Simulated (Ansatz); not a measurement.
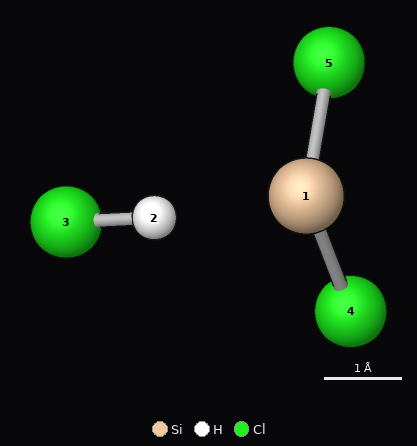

The starting structure (ball-and-stick view, seen at a tilt; atoms are numbered from 1 in the order of the input). Bond lengths as drawn: Cl–H 1.34 Å and Cl–Si 2.12 Å.

**SiHCl₃: geometry relaxation**

The run: geometry relaxation of SiHCl₃. Method and program: RKS PBE/def2-SVP (Ansatz 0.2.0).

It belongs to a series of runs on one base structure; here: end point B relaxed. Figures and captions count atoms from 1; the log counts them from 0 in places.

Log:
```
The last accepted step is kept in [file] (removed where the run ends without a failure and the disk answers)
Engine: ansatz 0.2.0, x86_64-unknown-linux-gnu
Functional definition: PBE
  parameter kappa = 0.804
  parameter beta = 0.06672455060314922
  exchange = pbe_x(kappa = kappa, mu = beta*pi^2/3)
  correlation = pbe_c(beta = beta)
839 factors; their error is unknown
mean field evaluation 1: about -45429.2421 eV, gradient 1.6e1 eV
mean field evaluation 2: about -45427.7662 eV, gradient 2.7e1 eV
mean field evaluation 4: about -45429.9151 eV, gradient 6.4e-1 eV
mean field evaluation 8: about -45429.8535 eV, gradient 1.9e-2 eV
mean field -45429.85352092 eV, -1669.5163234331 hartree, gradient 4.6e-5 eV, S^2 0.000000; 0 other end points of the search recorded, 0 dependent functions left out
the calculation of the forces begins
reference -45429.85354969 eV, -1669.5163244904 hartree; 33, 33 occupied and 44, 44 virtual orbitals, 839 factors
relax step   1: F+E_penalty+E_count = -45429.85352092 eV  Δ(F+E_penalty+E_count) = +0.000e0 eV  max|allowed force component| = 7.805e-1 eV/Å  Δτ_max = 0.0000 Å  (25 SCF iters, accepted)
these checks for a lower state are left out or cut short: starts, cluster_reference, orbital_swaps, neighbouring_geometries, increment
839 factors; their error is unknown
mean field evaluation 16: about -45429.8264 eV, gradient 5.0e0 eV
mean field -45429.86382869 eV, -1669.5167022368 hartree, gradient 2.5e-5 eV, S^2 0.000000; 0 other end points of the search recorded, 0 dependent functions left out
[... from here on the field's lines of each further geometry are left out, up to the last ...]
relax step   2: F+E_penalty+E_count = -45429.86382869 eV  Δ(F+E_penalty+E_count) = -1.031e-2 eV  max|allowed force component| = 7.053e-1 eV/Å  Δτ_max = 0.1935 Å  (28 SCF iters, accepted)
relax step   3: F+E_penalty+E_count = -45429.86496598 eV  Δ(F+E_penalty+E_count) = -1.137e-3 eV  max|allowed force component| = 7.531e-1 eV/Å  Δτ_max = 0.1218 Å  (28 SCF iters, accepted)
relax step   4: F+E_penalty+E_count = -45429.88838484 eV  Δ(F+E_penalty+E_count) = -2.342e-2 eV  max|allowed force component| = 2.698e-1 eV/Å  Δτ_max = 0.1791 Å  (32 SCF iters, accepted)
relax step   5: F+E_penalty+E_count = -45429.89537861 eV  Δ(F+E_penalty+E_count) = -6.994e-3 eV  max|allowed force component| = 9.256e-2 eV/Å  Δτ_max = 0.0854 Å  (28 SCF iters, accepted)
relax step   6: F+E_penalty+E_count = -45429.90281140 eV  Δ(F+E_penalty+E_count) = -7.433e-3 eV  max|allowed force component| = 2.112e-1 eV/Å  Δτ_max = 0.0745 Å  (28 SCF iters, accepted)
relax step   7: F+E_penalty+E_count = -45429.86558470 eV  Δ(F+E_penalty+E_count) = +3.723e-2 eV  max|allowed force component| = 1.406e0 eV/Å  Δτ_max = 0.1929 Å  (33 SCF iters, rejected (line search))
relax step   8: F+E_penalty+E_count = -45429.91490365 eV  Δ(F+E_penalty+E_count) = -1.209e-2 eV  max|allowed force component| = 2.206e-1 eV/Å  Δτ_max = 0.0965 Å  (27 SCF iters, accepted)
relax step   9: F+E_penalty+E_count = -45429.92060188 eV  Δ(F+E_penalty+E_count) = -5.698e-3 eV  max|allowed force component| = 1.775e-1 eV/Å  Δτ_max = 0.0808 Å  (28 SCF iters, accepted)
relax step  10: F+E_penalty+E_count = -45429.92488036 eV  Δ(F+E_penalty+E_count) = -4.278e-3 eV  max|allowed force component| = 7.273e-1 eV/Å  Δτ_max = 0.1484 Å  (27 SCF iters, accepted)
relax step  11: F+E_penalty+E_count = -45429.94222830 eV  Δ(F+E_penalty+E_count) = -1.735e-2 eV  max|allowed force component| = 1.366e-1 eV/Å  Δτ_max = 0.2000 Å  (32 SCF iters, accepted)
relax step  12: F+E_penalty+E_count = -45429.93766040 eV  Δ(F+E_penalty+E_count) = +4.568e-3 eV  max|allowed force component| = 2.223e-1 eV/Å  Δτ_max = 0.0704 Å  (27 SCF iters, rejected (line search))
relax step  13: F+E_penalty+E_count = -45429.94352825 eV  Δ(F+E_penalty+E_count) = -1.300e-3 eV  max|allowed force component| = 3.216e-2 eV/Å  Δτ_max = 0.0341 Å  (27 SCF iters, accepted)
the calculation of the forces begins
reference -45429.94398759 eV, -1669.5196480218 hartree; 33, 33 occupied and 44, 44 virtual orbitals, 839 factors
relax step  14: F+E_penalty+E_count = -45429.94395850 eV  Δ(F+E_penalty+E_count) = -4.302e-4 eV  max|allowed force component| = 2.149e-2 eV/Å  Δτ_max = 0.0228 Å  (28 SCF iters, accepted)
839 factors; their error is unknown
mean field evaluation 128: about -45430.0039 eV, gradient 6.1e-1 eV
```

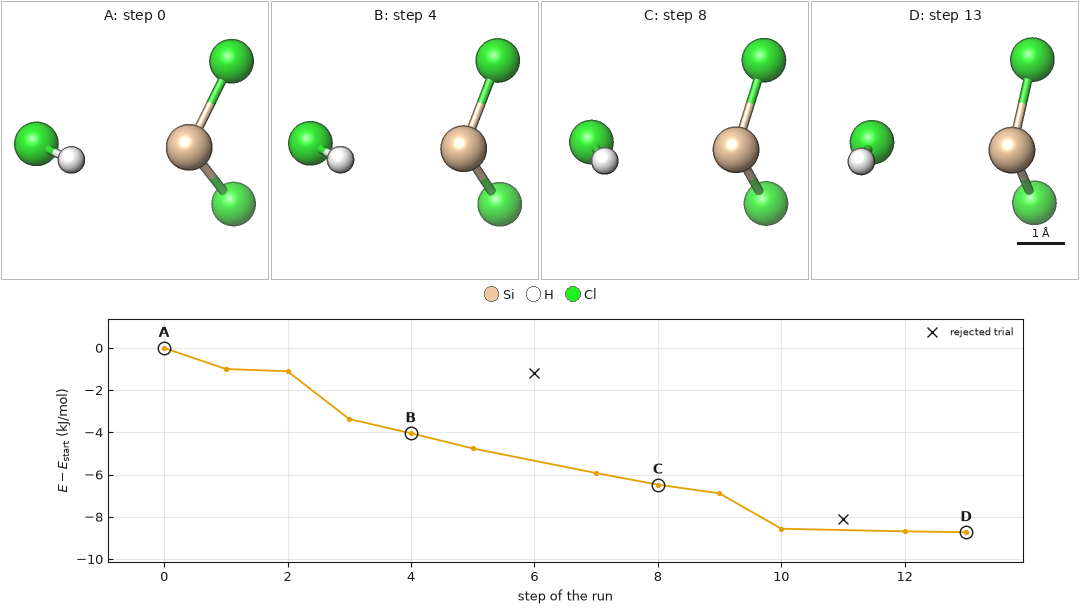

Frames of the relaxation (ball-and-stick view, seen at a tilt) above the curves, on which the letters mark them (the first geometry is step 0 here and step 1 in the log).

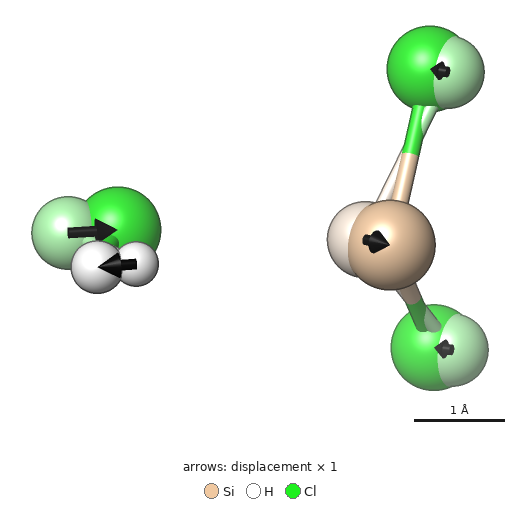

Start (faint) and end (solid) with the displacements as black arrows, at true length (ball-and-stick view, seen at a tilt). The two geometries are laid on each other by the best rigid fit. After 13 geometry steps the energy has fallen by 8.73 kJ/mol. The largest force component goes from 0.78 to 0.021 eV/Å. The line search rejected the trial steps at points 6, 11 (counted from 0) and went back. The largest move after the best rigid fit is that of Cl3, 0.56 Å. By element the largest moves are Cl 0.56 Å, H 0.44 Å, Si 0.34 Å. Among the contacts that change: H2–Cl3 1.338 → 1.299 Å. (Atoms are counted from 1 in the order of the input.)

```
mean field -45429.94395850 eV, -1669.5196469527 hartree, gradient 6.3e-6 eV, S^2 0.000000; 1 other end points of the search recorded, 0 dependent functions left out
the calculation of the forces begins
reference -45429.94398759 eV, -1669.5196480218 hartree; 33, 33 occupied and 44, 44 virtual orbitals, 839 factors
Total energy: -45429.94398759 eV, -1669.5196480218 hartree
Atom 0 at    -1.000604     0.000000     0.215400 Å, force    -0.001363    -0.000000     0.021493 eV/Å
Atom 1 at     1.822535    -0.000000     1.978321 Å, force    -0.004673     0.000000    -0.003071 eV/Å
Atom 2 at     2.067713     0.000000     0.702535 Å, force     0.002562     0.000000    -0.000874 eV/Å
Atom 3 at    -0.984473     1.642373    -1.122228 Å, force     0.001737     0.010052    -0.008774 eV/Å
Atom 4 at    -0.984473    -1.642373    -1.122228 Å, force     0.001737    -0.010052    -0.008774 eV/Å
Dipole moment:     0.253921    -0.000000     0.538045 e Å
```

Trajectory as extended XYZ (Å, eV, eV/Å), 14 frames, from step=1 to step=14:
```
5
Properties=species:S:1:pos:R:3:forces:R:3 step=1 energy=-45429.85352
Si   -0.6708    0.0000    0.1309   -0.2618   0.0000  -0.1225
H     1.4556    0.0000    1.7345    0.7805   0.0000  -0.5346
Cl    2.5575    0.0000    0.9748   -0.7021   0.0000   0.5111
Cl   -1.2108    1.6379   -1.0942    0.0917  -0.0562   0.0730
Cl   -1.2108   -1.6379   -1.0942    0.0917   0.0562   0.0730
5
Properties=species:S:1:pos:R:3:forces:R:3 step=2 energy=-45429.86383
Si   -0.7858    0.0000    0.1012   -0.0115   0.0000  -0.0443
H     1.5243    0.0000    1.7027    0.6518   0.0000  -0.3363
Cl    2.7074    0.0000    1.0972   -0.7053   0.0000   0.3073
Cl   -1.2626    1.6507   -1.1246    0.0325  -0.0834   0.0366
Cl   -1.2626   -1.6507   -1.1246    0.0325   0.0834   0.0366
5
Properties=species:S:1:pos:R:3:forces:R:3 step=3 energy=-45429.86497
Si   -0.7382    0.0000    0.1160   -0.0940   0.0000  -0.0311
H     1.5010    0.0000    1.7447    0.7489   0.0000  -0.4899
Cl    2.6184    0.0000    1.0140   -0.7531   0.0000   0.4615
Cl   -1.2302    1.6461   -1.1114    0.0491  -0.0568   0.0297
Cl   -1.2302   -1.6461   -1.1114    0.0491   0.0568   0.0297
5
Properties=species:S:1:pos:R:3:forces:R:3 step=4 energy=-45429.88838
Si   -0.7622    0.0000    0.1989   -0.0736   0.0000   0.0890
H     1.4199    0.0000    1.6641   -0.2224   0.0000   0.2161
Cl    2.4717    0.0000    0.9112    0.2698   0.0000  -0.2076
Cl   -1.1044    1.6527   -1.0612    0.0131  -0.0174  -0.0487
Cl   -1.1044   -1.6527   -1.0612    0.0131   0.0174  -0.0487
5
Properties=species:S:1:pos:R:3:forces:R:3 step=5 energy=-45429.89538
Si   -0.7948    0.0000    0.1838   -0.0323   0.0000   0.0926
H     1.4777    0.0000    1.7271   -0.0133   0.0000   0.0635
Cl    2.4889    0.0000    0.9102    0.0220   0.0000  -0.0637
Cl   -1.1255    1.6489   -1.0846    0.0118  -0.0011  -0.0462
Cl   -1.1255   -1.6489   -1.0846    0.0118   0.0011  -0.0462
5
Properties=species:S:1:pos:R:3:forces:R:3 step=6 energy=-45429.90281
Si   -0.8350    0.0000    0.2096   -0.0187   0.0000   0.0238
H     1.5005    0.0000    1.7548   -0.1348   0.0000   0.2112
Cl    2.4338    0.0000    0.8601    0.1348   0.0000  -0.1981
Cl   -1.0893    1.6437   -1.0863    0.0093   0.0032  -0.0184
Cl   -1.0893   -1.6437   -1.0863    0.0093  -0.0032  -0.0184
5
Properties=species:S:1:pos:R:3:forces:R:3 step=7 energy=-45429.86558 accepted=F
Si   -0.9259    0.0000    0.2307    0.0369   0.0000  -0.2243
H     1.6159    0.0000    1.9094    0.8902   0.0000  -1.3859
Cl    2.3151    0.0000    0.7371   -0.9344   0.0000   1.4062
Cl   -1.0422    1.6364   -1.1127    0.0037  -0.0544   0.1020
Cl   -1.0422   -1.6364   -1.1127    0.0037   0.0544   0.1020
5
Properties=species:S:1:pos:R:3:forces:R:3 step=8 energy=-45429.91490
Si   -0.8916    0.0000    0.2222    0.0145   0.0000  -0.0625
H     1.5625    0.0000    1.8287    0.1978   0.0000  -0.1504
Cl    2.3631    0.0000    0.7945   -0.2206   0.0000   0.1710
Cl   -1.0567    1.6434   -1.0968    0.0042  -0.0273   0.0210
Cl   -1.0567   -1.6434   -1.0968    0.0042   0.0273   0.0210
5
Properties=species:S:1:pos:R:3:forces:R:3 step=9 energy=-45429.92060
Si   -0.8685    0.0000    0.2321   -0.0397   0.0000  -0.0704
H     1.5675    0.0000    1.8436    0.1775   0.0000  -0.1351
Cl    2.2920    0.0000    0.7561   -0.1604   0.0000   0.1609
Cl   -1.0352    1.6434   -1.0900    0.0113  -0.0269   0.0223
Cl   -1.0352   -1.6434   -1.0900    0.0113   0.0269   0.0223
5
Properties=species:S:1:pos:R:3:forces:R:3 step=10 energy=-45429.92488
Si   -0.9353    0.0000    0.2226    0.0053   0.0000  -0.0821
H     1.6849    0.0000    1.9345    0.3508   0.0000  -0.7112
Cl    2.2009    0.0000    0.7114   -0.3638   0.0000   0.7273
Cl   -1.0149    1.6491   -1.1083    0.0039  -0.0636   0.0330
Cl   -1.0149   -1.6491   -1.1083    0.0039   0.0636   0.0330
5
Properties=species:S:1:pos:R:3:forces:R:3 step=11 energy=-45429.94223
Si   -1.0179    0.0000    0.1971   -0.0005   0.0000   0.0742
H     1.8707    0.0000    2.0085   -0.0019   0.0000  -0.1366
Cl    2.0782    0.0000    0.7217   -0.0153   0.0000   0.1163
Cl   -1.0052    1.6428   -1.1378    0.0089   0.0205  -0.0270
Cl   -1.0052   -1.6428   -1.1378    0.0089  -0.0205  -0.0270
5
Properties=species:S:1:pos:R:3:forces:R:3 step=12 energy=-45429.93766 accepted=F
Si   -1.0552    0.0000    0.2350    0.1169   0.0000  -0.2223
H     1.8155    0.0000    1.9649    0.0216   0.0000  -0.0106
Cl    2.0821    0.0000    0.6931   -0.0662   0.0000   0.0373
Cl   -0.9608    1.6316   -1.1206   -0.0361  -0.0169   0.0978
Cl   -0.9608   -1.6316   -1.1206   -0.0361   0.0169   0.0978
5
Properties=species:S:1:pos:R:3:forces:R:3 step=13 energy=-45429.94353
Si   -1.0097    0.0000    0.2065    0.0076   0.0000   0.0246
H     1.8413    0.0000    1.9913   -0.0052   0.0000  -0.0322
Cl    2.0818    0.0000    0.7138   -0.0103   0.0000   0.0217
Cl   -0.9964    1.6438   -1.1299    0.0039  -0.0004  -0.0071
Cl   -0.9964   -1.6438   -1.1299    0.0039   0.0004  -0.0071
5
Properties=species:S:1:pos:R:3:forces:R:3 step=14 energy=-45429.94396
Si   -1.0006    0.0000    0.2154   -0.0014   0.0000   0.0215
H     1.8225    0.0000    1.9783   -0.0047   0.0000  -0.0031
Cl    2.0677    0.0000    0.7025    0.0026   0.0000  -0.0009
Cl   -0.9845    1.6424   -1.1222    0.0017   0.0101  -0.0088
Cl   -0.9845   -1.6424   -1.1222    0.0017  -0.0101  -0.0088
```

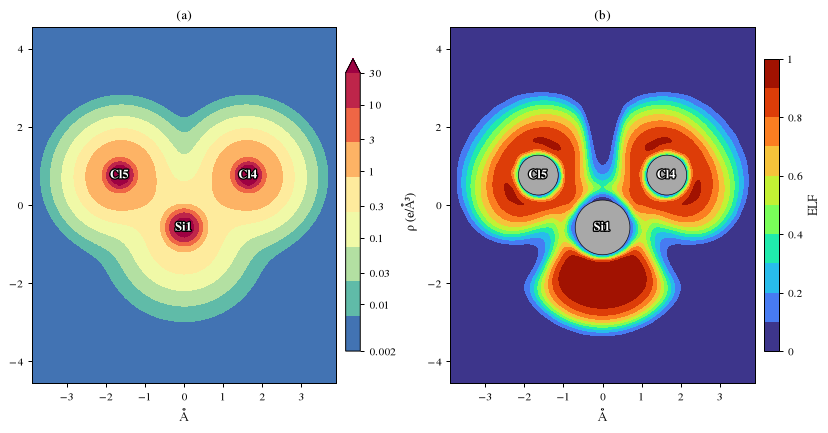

(a) total electron density; (b) ELF on the plane of atoms Cl4, Si1 and Cl5. Grey discs, where drawn, cover atomic cores. Atoms in the plane: Si and Cl. Si–Cl (2.12 Å): ρ is about 0.76 e/Å³ halfway, with its minimum of 0.57 e/Å³ about 0.8 Å from Si; the ELF peaks at about 0.85 between the atoms, which marks a shared but strongly polarised pair.

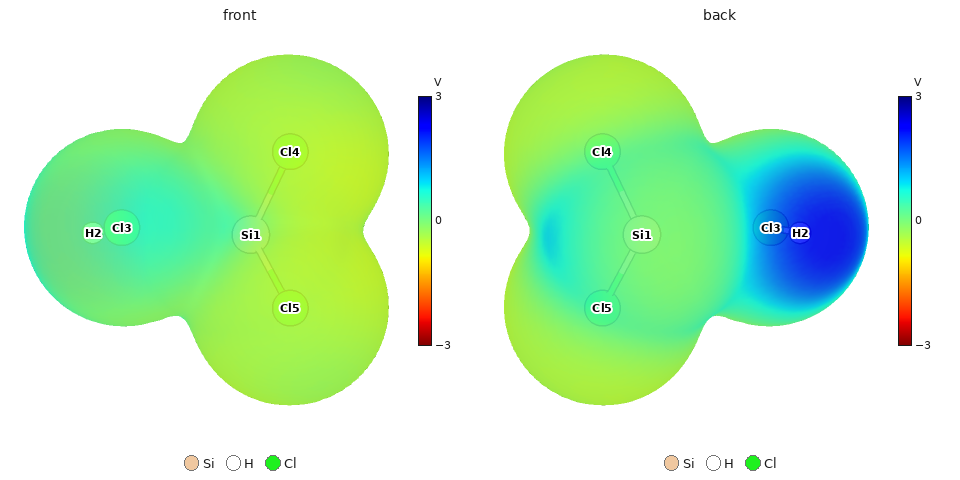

The electrostatic potential painted on the density surface at 0.001 e/bohr³, seen face on and from behind; the colour scale runs from red (negative) to blue (positive).

The run was set up as follows.

The input:
```yaml
crystal:
  periodic: [false, false, false]
  atoms:
    - { symbol: Si, position_ang: [-0.670793, 0.0, 0.13089] }
    - { symbol: H, position_ang: [1.455584, 0.0, 1.734459] }
    - { symbol: Cl, position_ang: [2.557473, 0.0, 0.974762] }
    - { symbol: Cl, position_ang: [-1.210783, 1.637863, -1.094155] }
    - { symbol: Cl, position_ang: [-1.210783, -1.637863, -1.094155] }
basis:
  gaussian: { orbitals: def2-SVP }
hamiltonian:
  xc: pbe
relax:
  f_tol: 0.03
  max_steps: 50
output:
  orbitals: {}
```

Command:
```bash
ansatz run input.yaml --threads 1 --pin off --max-ram 2048MiB --backend cpu --events-out ev --progress --plain --runs-dir out
```

Summary:

| quantity | value |
| --- | --- |
| outcome | converged |
| total energy | −45429.9440 eV |
| mean-field energy | −45429.9440 eV |
| largest force (length of the vector) at the end | 0.022 eV/Å |
| hardware | 1 thread of Intel Xeon @ 2.50GHz (Skylake/Cascade Lake), 32 GiB of memory available, shared host |
| wall time | 47 s |
| peak memory | 0.14 GiB |
